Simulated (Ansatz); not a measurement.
**CH5In (charge +1): single-point calculation**

System: CH5In, charge +1, multiplicity 2.
Method: UKS PBE0-D4/def2-TZVP (Ansatz 0.2.0).

The geometry comes from this level: PBE0-D4/def2-TZVP.

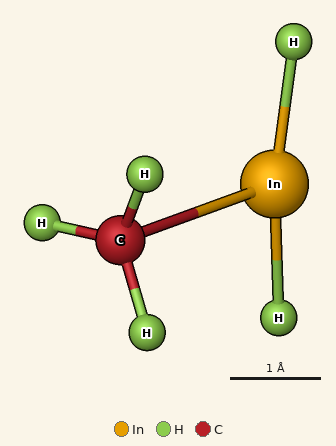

Fig. 1: The input geometry (ball-and-stick view, seen at a tilt). Sticks mark near contacts.

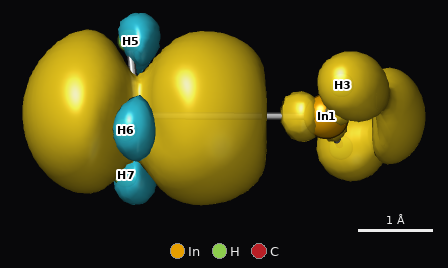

Fig. 2: Isosurfaces of the spin density at +0.015 (yellow) and −0.015 e/Å³ (cyan), seen from the side. The unpaired spin (1 electron) lies mostly on C4 (about 0.6) and In1 (about 0.2), in electrons by Hirshfeld's partition.

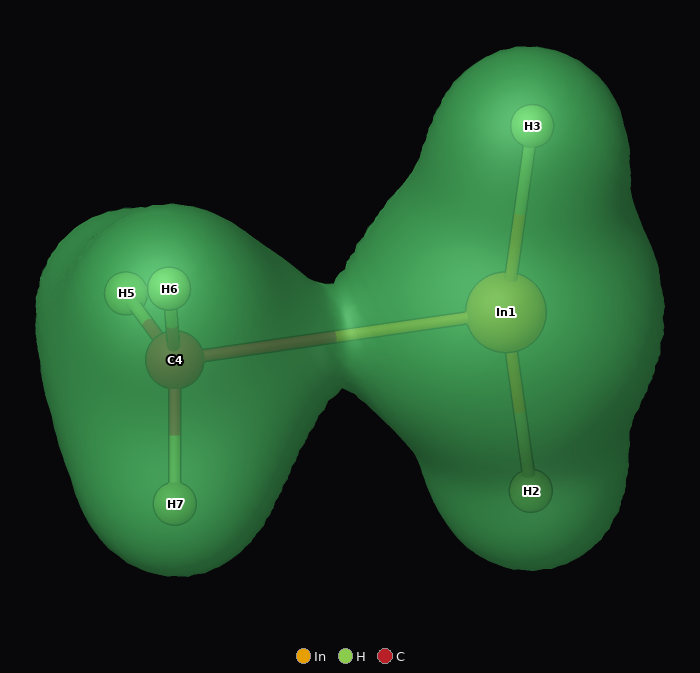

Fig. 3: Isosurface of the electron density at 0.2 e/Å³ (green), seen at a tilt. At this value the surface is in one piece. On the grid the lowest density along these lines, outside the cores, is 0.25 e/Å³ (C–In, 2.58 Å), 1.9 e/Å³ (C–H, 1.09 Å) and 0.81 e/Å³ (In–H, 1.67 Å).

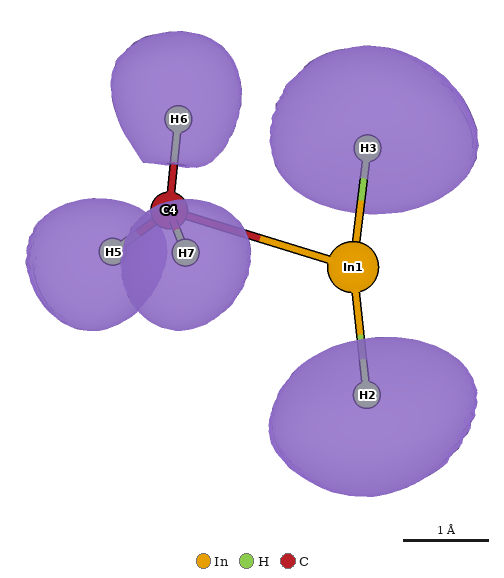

Fig. 4: Isosurface of the ELF at 0.9 (purple), seen at a tilt. Core shells and regions of very low density are left out. The ELF exceeds this value in five regions around hydrogen nuclei. Along the contacts the grid gives the following. C–In (2.58 Å): the ELF peaks at about 0.70 in the valence shell of C, 0.8 Å from its nucleus, and drops to about 0.15 between the two atoms. C–H (1.09 Å): the ELF climbs to about 1 towards the hydrogen, as it does in any bond to H; a covalent bond by its length.

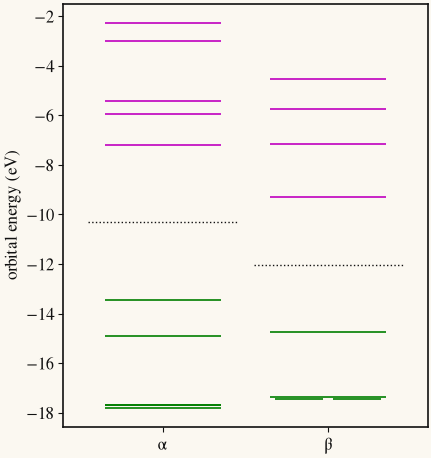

Fig. 5: Orbital energies near the frontier for α and β spins; the dotted line parts filled from empty levels, and levels within 0.02 eV of each other stand side by side. α: highest filled −13.45 eV, lowest empty −7.20 eV, 6.25 eV apart; β: highest filled −14.74 eV, lowest empty −9.31 eV, 5.43 eV apart.

The input and output of the run follow.

**The input**
```yaml
crystal:
  periodic: [false, false, false]
  atoms:
    - {symbol: In, position_ang: [0.734566, 1.279473, -0.005492]}
    - {symbol: H, position_ang: [2.272984, 0.620934, 0.032930]}
    - {symbol: H, position_ang: [-0.603721, 2.283683, -0.051978]}
    - {symbol: C, position_ang: [-0.550266, -0.954602, 0.011897]}
    - {symbol: H, position_ang: [-0.504427, -1.107574, -1.063775]}
    - {symbol: H, position_ang: [-1.482824, -0.601568, 0.439802]}
    - {symbol: H, position_ang: [0.133679, -1.520347, 0.636616]}
basis:
  gaussian: {orbitals: def2-TZVP, initial_orbitals: start.molden}
total_charge: 1
magnetization: {spin_polarized: true, initial_magnetization: 1}
hamiltonian: {xc: pbe0, dispersion: d4}
scf: {omitted_lower_state_checks: [starts]}
output: {orbitals: {seedname: orbitals}}
```

Command:
```bash
ansatz run in.yaml --threads 4 --pin off --events-out ev --progress --plain --max-ram 3916MiB
```

**Log**
```
Functional definition: PBE0
  name "PBE0"
  cite "Adamo & Barone, J. Chem. Phys. 110, 6158 (1999) doi:10.1063/1.478522"
  cite "Perdew, Burke & Ernzerhof, Phys. Rev. Lett. 77, 3865 (1996) doi:10.1103/PhysRevLett.77.3865"
  parent pbe
  parameter a = 0.25
  parameter kappa = 0.804
  parameter beta = 0.06672455060314922
  exchange = (1 - a)*pbe_x(kappa = kappa, mu = beta*pi^2/3) + a*exact_x
  correlation = pbe_c(beta = beta)
these checks for a lower state are left out or cut short: starts
881 factors; their error is unknown
mean field evaluation 1: about -6281.8266 eV, gradient 2.3e-1 eV
mean field evaluation 2: about -6281.8633 eV, gradient 3.5e-5 eV
mean field -6281.86334171 eV, -230.8542198079 hartree, gradient 3.5e-5 eV, S^2 0.754212; 0 other end points of the search recorded, 0 dependent functions left out
reference -6281.86337057 eV, -230.8542208686 hartree; 16, 15 occupied and 95, 96 virtual orbitals, 881 factors
Total energy: -6281.92186379 eV, -230.8563704548 hartree
Checks for a lower state left out: starts
```

**Key numbers**

- outcome: converged
- total energy: −6281.9219 eV
- mean-field energy: −6281.8634 eV
- dispersion energy: −0.0585 eV
- ⟨S²⟩: 0.754
- SCF solution under orbital rotations: stable
- HOMO (either spin): −13.45 eV
- LUMO (either spin): −9.31 eV
- hardware: 4 threads of Arm Neoverse V2, 23 GiB of memory available, shared host
- wall time: 0.65 s (CPU time 2.1 s)
- peak memory: 0.22 GiB
